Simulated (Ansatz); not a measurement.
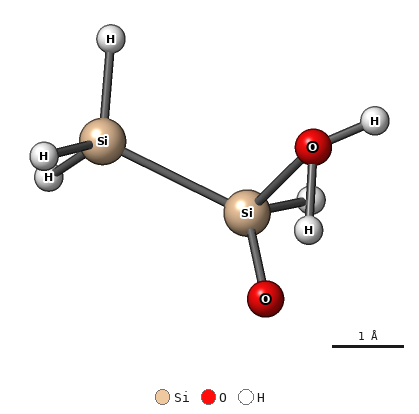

Fig. 1: The structure as given in the input (ball-and-stick view, seen at a tilt). Bond lengths as drawn: H–O 0.96 to 1.21 Å, H–Si 1.47 Å, O–Si 1.57 to 1.91 Å and Si–Si 2.29 Å.

## Geometry relaxation of Si₂H₆O₂

The run: geometry relaxation of Si₂H₆O₂. Method and program: RKS PBE0-D4/def2-SVP (Ansatz 0.2.0).

The input holds or restrains some coordinates. Figures and captions count atoms from 1; the log counts them from 0 in places.

The program's output:
```
Functional definition: PBE0
  name "PBE0"
  cite "Adamo & Barone, J. Chem. Phys. 110, 6158 (1999) doi:10.1063/1.478522"
  cite "Perdew, Burke & Ernzerhof, Phys. Rev. Lett. 77, 3865 (1996) doi:10.1103/PhysRevLett.77.3865"
  parent pbe
  parameter a = 0.25
  parameter kappa = 0.804
  parameter beta = 0.06672455060314922
  exchange = (1 - a)*pbe_x(kappa = kappa, mu = beta*pi^2/3) + a*exact_x
  correlation = pbe_c(beta = beta)
958 factors; integrals over basis functions are off by at most 4.2e-4 eV
mean field evaluation 1: about -19920.5889 eV, gradient 6.2e1 eV
mean field evaluation 2: about -19894.9830 eV, gradient 1.3e2 eV
mean field evaluation 4: about -19927.3524 eV, gradient 1.1e1 eV
mean field evaluation 8: about -19927.5509 eV, gradient 4.1e-2 eV
mean field -19927.55090471 eV, -732.3239883690 hartree, gradient 2.5e-5 eV, S^2 0.000000; 0 other end points of the search recorded, 0 dependent functions left out
the calculation of the forces begins
reference -19927.55093152 eV, -732.3239893543 hartree; 25, 25 occupied and 69, 69 virtual orbitals, 958 factors
relax step   1: F+E_penalty+E_count = -19927.71642538 eV  Δ(F+E_penalty+E_count) = +0.000e0 eV  max|allowed force component| = 1.526e0 eV/Å  Δτ_max = 0.0000 Å  (24 SCF iters, accepted)
  distance O 1 - H 3 held at 1.207372 Å   reaction = -1.9134e-1 eV/Å
  distance Si 0 - O 1 held at 1.910334 Å   reaction = +1.0341e0 eV/Å
  distance O 2 - H 3 held at 1.338719 Å   reaction = +4.3448e-1 eV/Å
these checks for a lower state are left out or cut short: starts, cluster_reference, orbital_swaps, neighbouring_geometries, increment
958 factors; integrals over basis functions are off by at most 4.5e-4 eV
mean field evaluation 16: about -19927.6205 eV, gradient 4.6e0 eV
mean field -19927.67291349 eV, -732.3284721091 hartree, gradient 4.5e-5 eV, S^2 0.000000; 0 other end points of the search recorded, 0 dependent functions left out
the calculation of the forces begins
reference -19927.67294052 eV, -732.3284731024 hartree; 25, 25 occupied and 69, 69 virtual orbitals, 958 factors
relax step   2: F+E_penalty+E_count = -19927.83686156 eV  Δ(F+E_penalty+E_count) = -1.204e-1 eV  max|allowed force component| = 7.668e-1 eV/Å  Δτ_max = 0.1054 Å  (25 SCF iters, accepted)
  distance O 1 - H 3 held at 1.207372 Å   reaction = -3.0653e-1 eV/Å
  distance Si 0 - O 1 held at 1.910334 Å   reaction = +7.1389e-1 eV/Å
  distance O 2 - H 3 held at 1.338719 Å   reaction = +6.9208e-1 eV/Å
these checks for a lower state are left out or cut short: starts, cluster_reference, orbital_swaps, neighbouring_geometries, increment
958 factors; integrals over basis functions are off by at most 4.7e-4 eV
mean field -19927.69109573 eV, -732.3291402939 hartree, gradient 1.5e-5 eV, S^2 0.000000; 0 other end points of the search recorded, 0 dependent functions left out
the calculation of the forces begins
reference -19927.69112278 eV, -732.3291412878 hartree; 25, 25 occupied and 69, 69 virtual orbitals, 958 factors
relax step   3: F+E_penalty+E_count = -19927.85489640 eV  Δ(F+E_penalty+E_count) = -1.803e-2 eV  max|allowed force component| = 2.729e-1 eV/Å  Δτ_max = 0.0444 Å  (24 SCF iters, accepted)
  distance O 1 - H 3 held at 1.207372 Å   reaction = -3.5096e-1 eV/Å
  distance Si 0 - O 1 held at 1.910334 Å   reaction = +8.1960e-1 eV/Å
  distance O 2 - H 3 held at 1.338719 Å   reaction = +7.5482e-1 eV/Å
these checks for a lower state are left out or cut short: starts, cluster_reference, orbital_swaps, neighbouring_geometries, increment
958 factors; integrals over basis functions are off by at most 4.6e-4 eV
mean field -19927.69401618 eV, -732.3292476186 hartree, gradient 1.3e-5 eV, S^2 0.000000; 0 other end points of the search recorded, 0 dependent functions left out
the calculation of the forces begins
reference -19927.69404318 eV, -732.3292486108 hartree; 25, 25 occupied and 69, 69 virtual orbitals, 958 factors
relax step   4: F+E_penalty+E_count = -19927.85759454 eV  Δ(F+E_penalty+E_count) = -2.698e-3 eV  max|allowed force component| = 6.980e-2 eV/Å  Δτ_max = 0.0189 Å  (24 SCF iters, accepted)
  distance O 1 - H 3 held at 1.207372 Å   reaction = -3.7905e-1 eV/Å
  distance Si 0 - O 1 held at 1.910334 Å   reaction = +8.5556e-1 eV/Å
  distance O 2 - H 3 held at 1.338719 Å   reaction = +7.9903e-1 eV/Å
these checks for a lower state are left out or cut short: starts, cluster_reference, orbital_swaps, neighbouring_geometries, increment
958 factors; integrals over basis functions are off by at most 4.7e-4 eV
mean field evaluation 32: about -19927.6977 eV, gradient 1.1e-3 eV
mean field -19927.69520446 eV, -732.3292912868 hartree, gradient 2.3e-5 eV, S^2 0.000000; 0 other end points of the search recorded, 0 dependent functions left out
the calculation of the forces begins
reference -19927.69523143 eV, -732.3292922779 hartree; 25, 25 occupied and 69, 69 virtual orbitals, 958 factors
relax step   5: F+E_penalty+E_count = -19927.85882632 eV  Δ(F+E_penalty+E_count) = -1.232e-3 eV  max|allowed force component| = 6.543e-2 eV/Å  Δτ_max = 0.0106 Å  (24 SCF iters, accepted)
  distance O 1 - H 3 held at 1.207372 Å   reaction = -3.6857e-1 eV/Å
  distance Si 0 - O 1 held at 1.910334 Å   reaction = +8.6344e-1 eV/Å
  distance O 2 - H 3 held at 1.338719 Å   reaction = +8.0490e-1 eV/Å
these checks for a lower state are left out or cut short: starts, cluster_reference, orbital_swaps, neighbouring_geometries, increment
958 factors; integrals over basis functions are off by at most 4.8e-4 eV
mean field -19927.69624494 eV, -732.3293295239 hartree, gradient 1.3e-5 eV, S^2 0.000000; 0 other end points of the search recorded, 0 dependent functions left out
the calculation of the forces begins
reference -19927.69627183 eV, -732.3293305122 hartree; 25, 25 occupied and 69, 69 virtual orbitals, 958 factors
relax step   6: F+E_penalty+E_count = -19927.85999889 eV  Δ(F+E_penalty+E_count) = -1.173e-3 eV  max|allowed force component| = 6.758e-2 eV/Å  Δτ_max = 0.0432 Å  (24 SCF iters, accepted)
  distance O 1 - H 3 held at 1.207372 Å   reaction = -3.4810e-1 eV/Å
  distance Si 0 - O 1 held at 1.910334 Å   reaction = +7.9333e-1 eV/Å
  distance O 2 - H 3 held at 1.338719 Å   reaction = +7.8924e-1 eV/Å
these checks for a lower state are left out or cut short: starts, cluster_reference, orbital_swaps, neighbouring_geometries, increment
958 factors; integrals over basis functions are off by at most 4.9e-4 eV
mean field -19927.69785187 eV, -732.3293885774 hartree, gradient 1.2e-5 eV, S^2 0.000000; 0 other end points of the search recorded, 0 dependent functions left out
the calculation of the forces begins
reference -19927.69787869 eV, -732.3293895630 hartree; 25, 25 occupied and 69, 69 virtual orbitals, 958 factors
relax step   7: F+E_penalty+E_count = -19927.86155903 eV  Δ(F+E_penalty+E_count) = -1.560e-3 eV  max|allowed force component| = 3.781e-2 eV/Å  Δτ_max = 0.0332 Å  (24 SCF iters, accepted)
  distance O 1 - H 3 held at 1.207372 Å   reaction = -3.6208e-1 eV/Å
  distance Si 0 - O 1 held at 1.910334 Å   reaction = +8.0961e-1 eV/Å
  distance O 2 - H 3 held at 1.338719 Å   reaction = +7.8527e-1 eV/Å
```

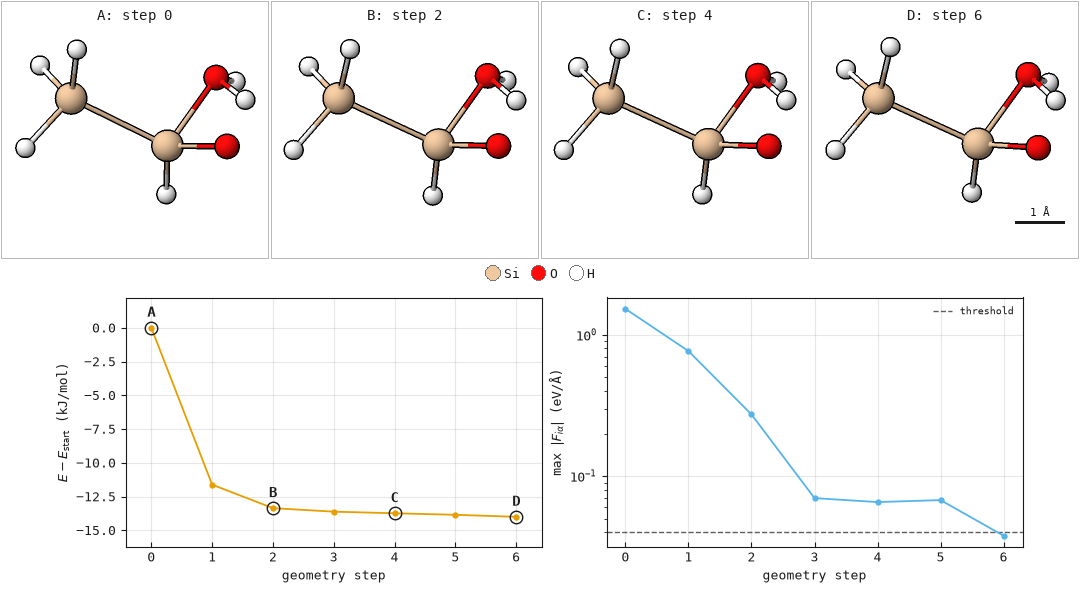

Fig. 2: Frames of the restrained relaxation (ball-and-stick view, seen at a tilt) above the curves, on which the letters mark them (the first geometry is step 0 here and step 1 in the log).

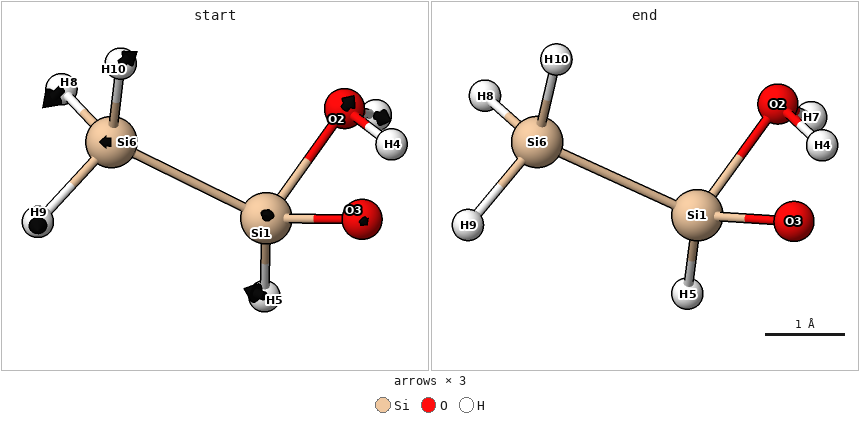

Fig. 3: Before (left) and after (right) the restrained relaxation, at one scale (ball-and-stick view, seen at a tilt). The black arrows give the displacements, magnified 3 times. After 6 geometry steps the energy has fallen by 14.0 kJ/mol. Largest force component: 1.5 eV/Å at the start, 0.038 eV/Å at the end. The atom that moves furthest after the best rigid fit is H8 (0.13 Å). By element the largest moves are H 0.13 Å, O 0.08 Å, Si 0.06 Å. Distances before and after: Si1–Si6 2.290 → 2.343 Å, Si1–O3 1.566 → 1.607 Å, Si1–H5 1.468 → 1.498 Å, Si6–H10 1.466 → 1.492 Å. Among the angles that change: Si1–O2–H7 122.8° → 117.0°, Si1–Si6–H10 114.3° → 109.0°, H5–Si1–Si6 117.8° → 113.2°. (Atoms are counted from 1 in the order of the input.)

```
958 factors; integrals over basis functions are off by at most 4.9e-4 eV
mean field -19927.69785187 eV, -732.3293885774 hartree, gradient 1.2e-5 eV, S^2 0.000000; 1 other end points of the search recorded, 0 dependent functions left out
the calculation of the forces begins
reference -19927.69787869 eV, -732.3293895630 hartree; 25, 25 occupied and 69, 69 virtual orbitals, 958 factors
Total energy: -19927.86158585 eV, -732.3354056903 hartree
Atom 0 at    -0.644690     0.020397    -0.490758 Å, force     0.600292     0.433966    -0.357479 eV/Å
Atom 1 at     0.727239     1.089377    -1.280991 Å, force    -0.505761    -0.156302     0.511541 eV/Å
Atom 2 at    -0.453799    -0.843562    -1.832328 Å, force     0.486018     0.607846    -0.066251 eV/Å
Atom 3 at     0.402587     0.172295    -1.996049 Å, force    -0.586178    -0.889292    -0.120782 eV/Å
Atom 4 at    -1.817457     0.942011    -0.350955 Å, force    -0.006836     0.012383    -0.002016 eV/Å
Atom 5 at     0.198660    -0.719189     1.566388 Å, force    -0.011701     0.008857    -0.001897 eV/Å
Atom 6 at     0.464649     1.953833    -1.627873 Å, force     0.012853    -0.003710     0.029218 eV/Å
Atom 7 at     0.535501     0.463969     2.418235 Å, force    -0.005335    -0.009720     0.000641 eV/Å
Atom 8 at    -0.834050    -1.540053     2.270722 Å, force     0.009614    -0.004425    -0.001355 eV/Å
Atom 9 at     1.421261    -1.538878     1.323707 Å, force     0.007034     0.000397     0.008380 eV/Å
Dipole moment:    -0.019478     0.604553     0.247975 e Å
```

Trajectory as extended XYZ (Å, eV, eV/Å), 7 frames, from step=1 to step=7:
```
10
Properties=species:S:1:pos:R:3:forces:R:3 step=1 energy=-19927.71642
Si   -0.6787   -0.0248   -0.4864    0.6785   1.5392   0.0167
O     0.6609    1.1091   -1.2408   -0.0241  -0.6574   0.5342
O    -0.4310   -0.8322   -1.8048    0.6935  -0.7434  -1.5843
H     0.4115    0.1923   -1.9858   -0.6873  -0.5858   0.1957
H    -1.8324    0.8829   -0.4517   -0.5300   0.2308   0.3336
Si    0.2021   -0.7113    1.5127    0.0287  -0.1234   0.4945
H     0.4752    1.9959   -1.5531   -0.1690   0.3823  -0.1189
H     0.6327    0.4256    2.3383    0.0471   0.5225   0.2062
H    -0.8086   -1.4469    2.2850   -0.4320  -0.2514   0.2447
H     1.3682   -1.5904    1.3867    0.3946  -0.3133  -0.3225
10
Properties=species:S:1:pos:R:3:forces:R:3 step=2 energy=-19927.83686
Si   -0.6312   -0.0082   -0.5013    0.2554   0.9239   0.3739
O     0.7094    1.1084   -1.2793   -0.4468  -0.3389   0.5764
O    -0.4149   -0.8468   -1.8277    0.6312   0.1402  -0.8621
H     0.3979    0.2008   -2.0121   -0.5237  -0.8537  -0.0785
H    -1.8553    0.8409   -0.3577    0.0001   0.1126  -0.0330
Si    0.1824   -0.7179    1.5712    0.1892  -0.0490  -0.1571
H     0.5082    2.0054   -1.5742   -0.0832   0.0564  -0.0204
H     0.5876    0.4830    2.3579    0.0381   0.0298   0.0722
H    -0.8469   -1.4761    2.3370   -0.0668  -0.0405   0.0114
H     1.3627   -1.5894    1.2862    0.0064   0.0191   0.1172
10
Properties=species:S:1:pos:R:3:forces:R:3 step=3 energy=-19927.85490
Si   -0.6556   -0.0035   -0.5033    0.5736   0.6505  -0.0854
O     0.6995    1.1040   -1.2691   -0.4685  -0.2389   0.5504
O    -0.4155   -0.8542   -1.8353    0.4936   0.4759  -0.3682
H     0.3993    0.1945   -2.0042   -0.5491  -0.8936  -0.0867
H    -1.8665    0.8753   -0.3834    0.0431  -0.0087   0.0175
Si    0.1999   -0.7195    1.5619    0.0056  -0.0011  -0.0454
H     0.4962    2.0002   -1.5690   -0.0565  -0.0030  -0.0129
H     0.6029    0.4754    2.3666   -0.0088  -0.0062   0.0131
H    -0.8473   -1.4763    2.3138    0.0040  -0.0110   0.0103
H     1.3871   -1.5957    1.3222   -0.0371   0.0361   0.0074
10
Properties=species:S:1:pos:R:3:forces:R:3 step=4 energy=-19927.85760
Si   -0.6493   -0.0031   -0.5023    0.5891   0.5477  -0.3641
O     0.6999    1.1062   -1.2758   -0.4421  -0.2337   0.5982
O    -0.4189   -0.8520   -1.8465    0.4995   0.6192  -0.0810
H     0.4058    0.1905   -2.0057   -0.6126  -0.8865  -0.1317
H    -1.8525    0.8830   -0.3732    0.0188  -0.0100   0.0085
Si    0.1979   -0.7201    1.5640    0.0070  -0.0104  -0.0033
H     0.4819    1.9983   -1.5795   -0.0472  -0.0337  -0.0118
H     0.5971    0.4715    2.3764   -0.0140  -0.0038  -0.0052
H    -0.8479   -1.4815    2.3153    0.0056  -0.0002  -0.0135
H     1.3859   -1.5925    1.3274   -0.0040   0.0114   0.0039
10
Properties=species:S:1:pos:R:3:forces:R:3 step=5 energy=-19927.85883
Si   -0.6479    0.0009   -0.5009    0.6201   0.4905  -0.3747
O     0.7054    1.1036   -1.2767   -0.4543  -0.2601   0.6021
O    -0.4225   -0.8508   -1.8448    0.4826   0.6341  -0.0741
H     0.4043    0.1897   -2.0060   -0.6013  -0.9006  -0.1208
H    -1.8467    0.8901   -0.3682    0.0022   0.0094   0.0028
Si    0.1982   -0.7203    1.5636    0.0003  -0.0034  -0.0030
H     0.4770    1.9904   -1.5847   -0.0448   0.0284  -0.0264
H     0.5886    0.4707    2.3804   -0.0098   0.0023   0.0018
H    -0.8469   -1.4879    2.3083    0.0007  -0.0053  -0.0080
H     1.3904   -1.5862    1.3288    0.0044   0.0047   0.0004
10
Properties=species:S:1:pos:R:3:forces:R:3 step=6 energy=-19927.86000
Si   -0.6518    0.0144   -0.4927    0.5726   0.4886  -0.3776
O     0.7152    1.0972   -1.2724   -0.4721  -0.1514   0.4732
O    -0.4386   -0.8470   -1.8321    0.4784   0.6066  -0.0800
H     0.4059    0.1792   -1.9930   -0.5774  -0.8925  -0.1008
H    -1.8395    0.9205   -0.3632    0.0163  -0.0048   0.0052
Si    0.1956   -0.7198    1.5641   -0.0048   0.0188   0.0198
H     0.4821    1.9696   -1.6222   -0.0222  -0.0494   0.0676
H     0.5587    0.4639    2.4035   -0.0081   0.0031   0.0038
H    -0.8335   -1.5235    2.2919   -0.0066  -0.0075  -0.0090
H     1.4057   -1.5543    1.3161    0.0239  -0.0115  -0.0022
10
Properties=species:S:1:pos:R:3:forces:R:3 step=7 energy=-19927.86156
Si   -0.6447    0.0204   -0.4908    0.6003   0.4340  -0.3575
O     0.7272    1.0894   -1.2810   -0.5058  -0.1563   0.5115
O    -0.4538   -0.8436   -1.8323    0.4860   0.6078  -0.0663
H     0.4026    0.1723   -1.9960   -0.5862  -0.8893  -0.1208
H    -1.8175    0.9420   -0.3510   -0.0068   0.0124  -0.0020
Si    0.1987   -0.7192    1.5664   -0.0117   0.0089  -0.0019
H     0.4646    1.9538   -1.6279    0.0129  -0.0037   0.0292
H     0.5355    0.4640    2.4182   -0.0053  -0.0097   0.0006
H    -0.8340   -1.5401    2.2707    0.0096  -0.0044  -0.0014
H     1.4213   -1.5389    1.3237    0.0070   0.0004   0.0084
```

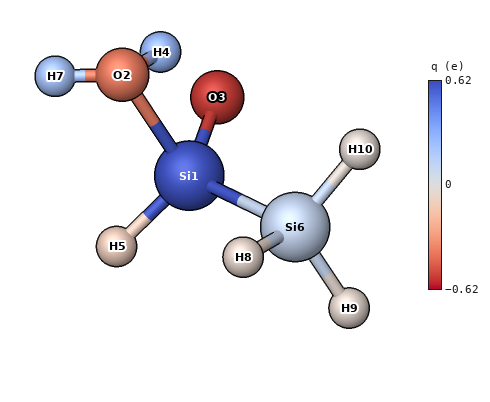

Fig. 4: Mulliken charges, as the colour of each atom (ball-and-stick view, seen at a tilt; atoms are numbered from 1 in the order of the input). By element: Si +0.10 to +0.59, O −0.54 to −0.39 and H −0.10 to +0.26 e.

The run was set up as follows.

Input:
```yaml
crystal:
  periodic: [false, false, false]
  atoms:
    - {symbol: Si, position_ang: [-0.678700, -0.024800, -0.486400]}
    - {symbol: O, position_ang: [0.660900, 1.109100, -1.240800]}
    - {symbol: O, position_ang: [-0.431000, -0.832200, -1.804800]}
    - {symbol: H, position_ang: [0.411500, 0.192300, -1.985800]}
    - {symbol: H, position_ang: [-1.832400, 0.882900, -0.451700]}
    - {symbol: Si, position_ang: [0.202100, -0.711300, 1.512700]}
    - {symbol: H, position_ang: [0.475200, 1.995900, -1.553100]}
    - {symbol: H, position_ang: [0.632700, 0.425600, 2.338300]}
    - {symbol: H, position_ang: [-0.808600, -1.446900, 2.285000]}
    - {symbol: H, position_ang: [1.368200, -1.590400, 1.386700]}
basis:
  gaussian: {orbitals: def2-SVP}
hamiltonian: {xc: pbe0, dispersion: d4}
relax: {f_tol: 0.04, max_steps: 150, escape_saddle: false, constraints: [{distance: [1, 3]}, {distance: [0, 1]}, {distance: [2, 3]}]}
```

Run as:
```bash
ansatz run in.yaml --threads 4 --pin off --events-out ev --progress --plain --max-ram 9574MiB
```

Summary:

- outcome: converged under the restraints of the input
- total energy: −19927.8616 eV
- mean-field energy: −19927.6979 eV
- dispersion energy: −0.1637 eV
- SCF solution under orbital rotations: stable
- largest force (length of the vector) at the end, held atoms and coordinates included: 1.072 eV/Å
- dipole moment: 3.14 D
- hardware: 4 threads of Intel Xeon, 15 GiB of memory available, shared host
- wall time: 4.7 s (CPU time 15 s)
- peak memory: 0.21 GiB
